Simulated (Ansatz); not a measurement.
# SiGeCl+ (singlet): wave-function methods side by side, cc-pVDZ

How much of the correlation energy of SiGeCl+ (singlet) does each wave-function method recover here?

Computed with Ansatz 0.2.0, Gaussian basis. Level: cc-pVDZ, core rule «outside noble gas», up to 24 orbitals frozen.

Plan: UHF; CCSD(T) on RHF; CCSD(T) on UHF; BCCD(T) on RHF; CISD; CCSDT(Q) on RHF; CCSDT(Q) on UHF.

17 further runs of the same task are left out: 4 that didn't finish, 13 set aside as unsound or not needed.

### Step 1. What is computed

The geometry is a PBE0/def2-TZVP stationary point (not a proven minimum) of the parent state, kept for this charge and spin. No spin-orbit coupling is included. The filled d shell of Ge may be among the frozen orbitals whatever the setting's name suggests; the logs give the count.

3 atoms, charge 1, spin multiplicity 1.

Atoms are counted from 1 here; the program's logs count them from 0.

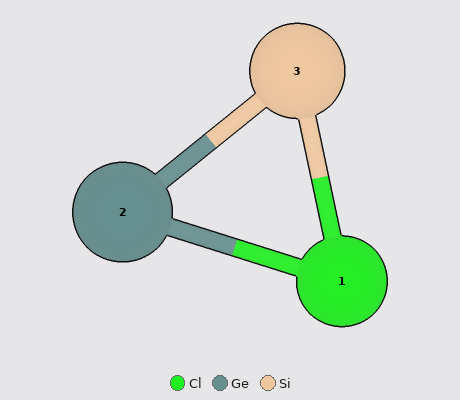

The structure; chlorine green, germanium teal, silicon light orange; atoms are numbered from 1 in the order of the file.

In the tables R marks a restricted determinant and U an unrestricted one; energies count from the table's Hartree-Fock row.

### Step 2. UHF

Contents of in.yaml:

```yaml
crystal:
  periodic: [false, false, false]
  atoms:
    - {symbol: Cl, position_ang: [0.000000, 0.885306, 1.303423]}
    - {symbol: Ge, position_ang: [0.000000, 0.087359, -0.983890]}
    - {symbol: Si, position_ang: [0.000000, -1.343486, 0.899379]}
basis:
  gaussian: {orbitals: cc-pVDZ}
total_charge: 1
magnetization: {spin_polarized: true, initial_magnetization: 0}
hamiltonian: {xc: hf}
output: {orbitals: {seedname: orbitals}}
```

Started as:

```bash
> ansatz run in.yaml --threads 1 --pin off --events-out ev --progress --plain --max-ram 2393MiB
```

The program printed:

```text
Functional definition: HF
  name "HF"
  cite "Fock, Z. Phys. 61, 126 (1930) doi:10.1007/BF01340294"
  parent pbe
  exchange = exact_x
  correlation = 0
708 factors; integrals over basis functions are off by at most 9.7e-4 eV
mean field evaluation 1: about -76828.9204 eV, gradient 1.5e1 eV
mean field evaluation 2: about -76829.0451 eV, gradient 1.6e1 eV
mean field evaluation 4: about -76830.8425 eV, gradient 1.1e0 eV
mean field evaluation 8: about -76830.8784 eV, gradient 1.0e-3 eV
mean field evaluation 16: about -76830.8699 eV, gradient 2.7e-1 eV
mean field evaluation 32: about -76827.3021 eV, gradient 1.2e1 eV
mean field evaluation 64: about -76829.1949 eV, gradient 6.0e-1 eV
mean field evaluation 96: about -76830.6600 eV, gradient 1.2e0 eV
mean field -76831.17643640 eV, -2823.4936559958 hartree, gradient 3.0e-5 eV, S^2 0.872403; 7 other end points of the search recorded, 0 dependent functions left out
reference -76831.17643640 eV, -2823.4936559958 hartree; 31, 31 occupied and 32, 32 virtual orbitals, 708 factors
Total energy: -76831.17643640 eV, -2823.4936559958 hartree
```

Run time: 7 s. Hardware: 1 thread of Arm Neoverse V1, shared host.

From the report: ⟨S²⟩ of the determinant 0.872 (pure singlet: 0.00). The determinant is far from a pure spin state, so its energy mixes those of several spin states (harmless only where they are near-degenerate, as at dissociation).

The unrestricted solution breaks the spin symmetry, so the restricted determinant is unstable here.

### Step 3. CCSD(T) on RHF

Edit in.yaml of step 2 so:

```diff
@@ -9,4 +9,3 @@
 total_charge: 1
-magnetization: {spin_polarized: true, initial_magnetization: 0}
-hamiltonian: {xc: hf}
-output: {orbitals: {seedname: orbitals}}
+magnetization: {spin_polarized: false}
+correlation: {method: ccsd_t, electrons: outside_noble_gas}
```

The command is unchanged.

The program printed, shortened:

```text
Functional definition: HF
  name "HF"
  cite "Fock, Z. Phys. 61, 126 (1930) doi:10.1007/BF01340294"
  parent pbe
[...]
708 factors; integrals over basis functions are off by at most 9.7e-4 eV
[...]
mean field -76830.87845747 eV, -2823.4827054721 hartree, gradient 2.5e-6 eV, S^2 0.000000; 4 other end points of the search recorded, 0 dependent functions left out; unrestricted orbitals would lower it
determinant -76830.87845747 eV, -2823.4827054721 hartree, with singles and doubles -76839.09865744 eV, -2823.7847922491 hartree
determinant -76828.36229989 eV, -2823.3902383864 hartree, with singles and doubles -76837.28637115 eV, -2823.7181919564 hartree
determinant -76815.58699642 eV, -2822.9207546436 hartree, with no singles and doubles
24 core orbitals not correlated: weight in the atoms' cores, before any rotation towards them, 1.000 or more for the frozen orbitals, at most 0.000 for the correlated occupied ones
reference -76830.87845747 eV, -2823.4827054721 hartree; 7, 7 occupied and 32, 32 virtual orbitals, 708 factors
second order -7.16159198 eV of doubles, -0.00000000 eV of singles
cycle   1  -8.22030226 eV  change   -1.0e-4 eV  update   1.3e-3
[...]
cycle   9  -8.22042654 eV  change   -8.6e-7 eV  update   2.8e-6
perturbative correction -0.31374555 eV, -0.0115299363 hartree
Total energy: -76839.41262956 eV, -2823.7963305118 hartree
```

It took 3.6 s on 1 thread of Arm Neoverse V1, shared host.

From the report: correlation -8.5342 eV; T1 0.021; largest double amplitude 0.06.

### Step 4. CCSD(T) on UHF

Edit in.yaml of step 3 so:

```diff
@@ -9,3 +9,3 @@
 total_charge: 1
-magnetization: {spin_polarized: false}
+magnetization: {spin_polarized: true, initial_magnetization: 0}
 correlation: {method: ccsd_t, electrons: outside_noble_gas}
```

The command is unchanged.

The program printed, shortened:

```text
Functional definition: HF
  name "HF"
  cite "Fock, Z. Phys. 61, 126 (1930) doi:10.1007/BF01340294"
  parent pbe
[...]
708 factors; integrals over basis functions are off by at most 9.7e-4 eV
[...]
mean field -76831.17643640 eV, -2823.4936559958 hartree, gradient 2.3e-6 eV, S^2 0.872402; 14 other end points of the search recorded, 0 dependent functions left out
determinant -76831.17643640 eV, -2823.4936559958 hartree, with singles and doubles -76839.01362207 eV, -2823.7816672570 hartree
determinant -76830.75615149 eV, -2823.4782108104 hartree, with singles and doubles -76838.64814963 eV, -2823.7682363927 hartree
determinant -76829.16970136 eV, -2823.4199098435 hartree, with singles and doubles -76837.04995570 eV, -2823.7095038488 hartree
determinant -76828.16232242 eV, -2823.3828893503 hartree, with singles and doubles -76836.41621164 eV, -2823.6862141845 hartree
[...]
determinant -76831.17643640 eV, -2823.4936559958 hartree, with singles and doubles -76839.08366407 eV, -2823.7842412529 hartree
determinant -76830.75615149 eV, -2823.4782108104 hartree, with singles and doubles -76838.65215940 eV, -2823.7683837490 hartree
determinant -76830.87845747 eV, -2823.4827054721 hartree, with singles and doubles -76839.09889073 eV, -2823.7848008224 hartree
determinant -76828.36229988 eV, -2823.3902383861 hartree, with singles and doubles -76837.28301012 eV, -2823.7180684407 hartree
24 core orbitals not correlated: weight in the atoms' cores, before any rotation towards them, 1.000 or more for the frozen orbitals, at most 0.000 for the correlated occupied ones
reference -76831.17643640 eV, -2823.4936559958 hartree; 7, 7 occupied and 32, 32 virtual orbitals, 708 factors
second order -6.71361560 eV of doubles, -0.00000000 eV of singles
cycle   1  -7.90723055 eV  change   -2.9e-6 eV  update   4.2e-6
perturbative correction -0.31330195 eV, -0.0115136343 hartree
Total energy: -76839.39696890 eV, -2823.7957549932 hartree
```

Run time: 35 s. Hardware: 1 thread of Arm Neoverse V1, shared host.

From the report: ⟨S²⟩ of the determinant 0.872 (pure singlet: 0.00); correlation -8.2205 eV; T1 0.094; largest double amplitude 0.05. The determinant is far from a pure spin state, so its energy mixes those of several spin states (harmless only where they are near-degenerate, as at dissociation).

### Step 5. BCCD(T) on RHF

Edit in.yaml of step 4 so:

```diff
@@ -9,3 +9,3 @@
 total_charge: 1
-magnetization: {spin_polarized: true, initial_magnetization: 0}
-correlation: {method: ccsd_t, electrons: outside_noble_gas}
+magnetization: {spin_polarized: false}
+correlation: {method: bccd_t, electrons: outside_noble_gas}
```

The command is unchanged.

The program printed, shortened:

```text
Functional definition: HF
  name "HF"
  cite "Fock, Z. Phys. 61, 126 (1930) doi:10.1007/BF01340294"
  parent pbe
[...]
708 factors; integrals over basis functions are off by at most 9.7e-4 eV
[...]
mean field -76830.87845747 eV, -2823.4827054721 hartree, gradient 2.5e-6 eV, S^2 0.000000; 4 other end points of the search recorded, 0 dependent functions left out; unrestricted orbitals would lower it
determinant -76830.87845747 eV, -2823.4827054721 hartree, with singles and doubles -76839.09865744 eV, -2823.7847922491 hartree
determinant -76828.36229989 eV, -2823.3902383864 hartree, with singles and doubles -76837.28637115 eV, -2823.7181919564 hartree
determinant -76815.58699642 eV, -2822.9207546436 hartree, with no singles and doubles
24 core orbitals not correlated: weight in the atoms' cores, before any rotation towards them, 1.000 or more for the frozen orbitals, at most 0.000 for the correlated occupied ones
reference -76830.87845747 eV, -2823.4827054721 hartree; 7, 7 occupied and 32, 32 virtual orbitals, 708 factors
second order -7.16159198 eV of doubles, -0.00000000 eV of singles
cycle   1  -8.19743484 eV  change    2.3e-2 eV  update   1.4e-2
[...]
cycle   9  -8.19738917 eV  change    4.7e-7 eV  update   1.2e-5
perturbative correction -0.34053646 eV, -0.0125144842 hartree
Total energy: -76839.41638310 eV, -2823.7964684518 hartree
```

It took 3.8 s on 1 thread of Arm Neoverse V1, shared host.

From the report: correlation -8.5379 eV; largest double amplitude 0.06.

### Step 6. CISD

Edit in.yaml of step 5 so:

```diff
@@ -9,3 +9,2 @@
 total_charge: 1
-magnetization: {spin_polarized: false}
-correlation: {method: bccd_t, electrons: outside_noble_gas}
+correlation: {active_space: {ras: {orbitals: [7, 0, 32], electrons: 14, max_holes: 2, max_particles: 2}, fixed_orbitals: true}}
```

Launched as before.

The program printed:

```text
Functional definition: HF
  name "HF"
  cite "Fock, Z. Phys. 61, 126 (1930) doi:10.1007/BF01340294"
  parent pbe
  exchange = exact_x
  correlation = 0
708 factors; integrals over basis functions are off by at most 9.7e-4 eV
mean field evaluation 1: about -76828.9204 eV, gradient 2.2e1 eV
mean field evaluation 2: about -76829.0451 eV, gradient 2.2e1 eV
mean field evaluation 4: about -76830.8425 eV, gradient 1.6e0 eV
mean field evaluation 8: about -76830.8776 eV, gradient 2.0e-1 eV
mean field evaluation 16: about -76804.0069 eV, gradient 2.7e1 eV
mean field evaluation 32: about -76816.1838 eV, gradient 4.1e0 eV
mean field -76830.87845747 eV, -2823.4827054721 hartree, gradient 2.5e-6 eV, S^2 0.000000; 3 other end points of the search recorded, 0 dependent functions left out
reference -76830.87845747 eV, -2823.4827054721 hartree; 31, 31 occupied and 32, 32 virtual orbitals, 708 factors
state -76838.13274691 eV, -2823.7492956919 hartree
Total energy: -76838.13274691 eV, -2823.7492956919 hartree
```

Run time: 3.1 s. Hardware: 1 thread of Arm Neoverse V1, shared host.

From the report: 37,335 determinants.

### Step 7. CCSDT(Q) on RHF

Edit in.yaml of step 6 so:

```diff
@@ -9,2 +9,3 @@
 total_charge: 1
-correlation: {active_space: {ras: {orbitals: [7, 0, 32], electrons: 14, max_holes: 2, max_particles: 2}, fixed_orbitals: true}}
+magnetization: {spin_polarized: false}
+correlation: {method: ccsdt_q, electrons: outside_noble_gas}
```

Launched as before.

The program printed, shortened:

```text
Functional definition: HF
  name "HF"
  cite "Fock, Z. Phys. 61, 126 (1930) doi:10.1007/BF01340294"
  parent pbe
[...]
1263 factors; integrals over basis functions are off by at most 1.3e-7 eV
[...]
mean field -76830.87861315 eV, -2823.4827111931 hartree, gradient 3.8e-6 eV, S^2 0.000000; 4 other end points of the search recorded, 0 dependent functions left out; unrestricted orbitals would lower it
determinant -76830.87861315 eV, -2823.4827111931 hartree, with singles and doubles -76839.09884072 eV, -2823.7847989845 hartree
determinant -76828.36245529 eV, -2823.3902440976 hartree, with singles and doubles -76837.28655965 eV, -2823.7181988837 hartree
determinant -76815.58720446 eV, -2822.9207622888 hartree, with no singles and doubles
24 core orbitals not correlated: weight in the atoms' cores, before any rotation towards them, 1.000 or more for the frozen orbitals, at most 0.000 for the correlated occupied ones
reference -76830.87861315 eV, -2823.4827111931 hartree; 7, 7 occupied and 32, 32 virtual orbitals, 1263 factors
second order -7.16163660 eV of doubles, -0.00000000 eV of singles
cycle   1  -7.80612171 eV  change   -6.4e-1 eV  update   1.2e-1
[...]
cycle  22  -8.57119718 eV  change   -1.1e-6 eV  update   7.9e-7
perturbative correction -0.02955332 eV, -0.0010860644 hartree
Total energy: -76839.47936365 eV, -2823.7987829442 hartree
```

Wall time 18 s (1 thread of Arm Neoverse V1, shared host).

From the report: correlation -8.6008 eV; T1 0.023; largest double amplitude 0.08.

### Step 8. CCSDT(Q) on UHF

Edit in.yaml of step 7 so:

```diff
@@ -9,3 +9,3 @@
 total_charge: 1
-magnetization: {spin_polarized: false}
+magnetization: {spin_polarized: true, initial_magnetization: 0}
 correlation: {method: ccsdt_q, electrons: outside_noble_gas}
```

Launched as before.

The program printed, shortened:

```text
Functional definition: HF
  name "HF"
  cite "Fock, Z. Phys. 61, 126 (1930) doi:10.1007/BF01340294"
  parent pbe
[...]
1263 factors; integrals over basis functions are off by at most 1.3e-7 eV
[...]
mean field -76831.17660560 eV, -2823.4936622138 hartree, gradient 8.7e-6 eV, S^2 0.872414; 13 other end points of the search recorded, 0 dependent functions left out
determinant -76831.17660560 eV, -2823.4936622138 hartree, with singles and doubles -76839.01380706 eV, -2823.7816740551 hartree
determinant -76830.75632581 eV, -2823.4782172166 hartree, with singles and doubles -76838.64833715 eV, -2823.7682432838 hartree
determinant -76828.16250042 eV, -2823.3828958915 hartree, with singles and doubles -76836.41639197 eV, -2823.6862208113 hartree
determinant -76828.00801130 eV, -2823.3772185210 hartree, with singles and doubles -76835.94345098 eV, -2823.6688405505 hartree
[...]
determinant -76830.75632581 eV, -2823.4782172166 hartree, with singles and doubles -76838.65234697 eV, -2823.7683906421 hartree
determinant -76830.87861315 eV, -2823.4827111931 hartree, with singles and doubles -76839.09907422 eV, -2823.7848075657 hartree
determinant -76828.36245528 eV, -2823.3902440971 hartree, with singles and doubles -76837.28319357 eV, -2823.7180751825 hartree
24 core orbitals not correlated: weight in the atoms' cores, before any rotation towards them, 1.000 or more for the frozen orbitals, at most 0.000 for the correlated occupied ones
reference -76831.17660560 eV, -2823.4936622138 hartree; 7, 7 occupied and 32, 32 virtual orbitals, 1263 factors
second order -6.71363455 eV of doubles, -0.00000000 eV of singles
cycle   1  -7.33837384 eV  change   -6.2e-1 eV  update   1.2e-1
[...]
cycle  32  -8.26611062 eV  change    6.9e-7 eV  update   7.6e-7
perturbative correction -0.03486652 eV, -0.0012813210 hartree
Total energy: -76839.47758274 eV, -2823.7987174972 hartree
```

It took 2.7 min on 1 thread of Arm Neoverse V1, shared host; peak memory 0.6 GiB.

From the report: ⟨S²⟩ of the determinant 0.872 (pure singlet: 0.00); correlation -8.3010 eV; T1 0.116; largest double amplitude 0.10. The determinant is far from a pure spin state, so its energy mixes those of several spin states (harmless only where they are near-degenerate, as at dissociation).

### Step 9. All levels against the top one

The yardstick is RCCSDT(Q), where the cluster series has nearly closed. Rows without a time come out of other runs: HF, MP2 and CCSD of CCSD(T), CCSDT of CCSDT(Q).

Differences are taken before rounding.

```tsv
method	energy from the lowest RHF (meV)	from RCCSDT(Q) (meV)	time
RHF	0.0	+8600.9	
UHF	-298.0	+8302.9	
RMP2	-7161.6	+1439.3	
UMP2	-7011.6	+1589.3	
CISD	-7254.3	+1346.6	3.1 s
RCCSD	-8220.4	+380.5	
UCCSD	-8205.2	+395.7	
RCCSD(T)	-8534.2	+66.7	3.6 s
UCCSD(T)	-8518.5	+82.4	35 s
BCCD(T)	-8537.9	+63.0	3.8 s
RCCSDT	-8571.4	+29.6	
UCCSDT	-8564.3	+36.6	
RCCSDT(Q)	-8600.9	0	18 s
UCCSDT(Q)	-8599.1	+1.8	2.7 min
```

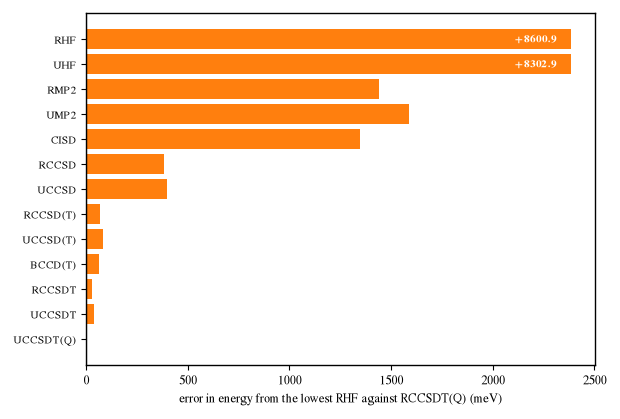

How far each level lands from RCCSDT(Q). Bars with a number in them are cut short.

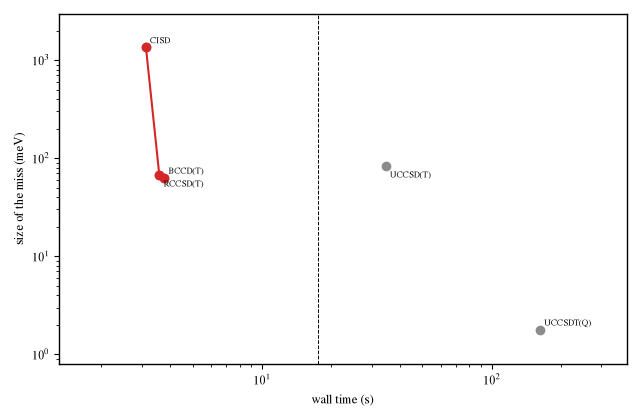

Miss against cost. Red marks the levels that no quicker level drawn beats (of those quicker than the yardstick), and the dashed line is the time of RCCSDT(Q). Times are from a shared host.

### Step 10. Outcome

```
                         quantity                      value
   RCCSDT(Q) below the RHF energy                 -8.6009 eV
              RMP2 from RCCSDT(Q)                +1439.3 meV
              UMP2 from RCCSDT(Q)                +1589.3 meV
             RCCSD from RCCSDT(Q)                 +380.5 meV
          RCCSD(T) from RCCSDT(Q)                  +66.7 meV
          UCCSD(T) from RCCSDT(Q)                  +82.4 meV
         UCCSDT(Q) from RCCSDT(Q)                   +1.8 meV
levels within 1 kcal/mol (43 meV)  RCCSDT, UCCSDT, UCCSDT(Q)
                    T1 diagnostic                      0.021
```

What this shows: RCCSD(T) misses by +66.7 meV, 0.8 % of the correlation energy. These misses are within one basis, not against nature.

For cost: BCCD(T) gets within 63.0 meV in 3.8 s, where RCCSDT(Q) took 18 s; the quickest level in the cost chart, CISD, takes 3.1 s and misses by 1346.6 meV.
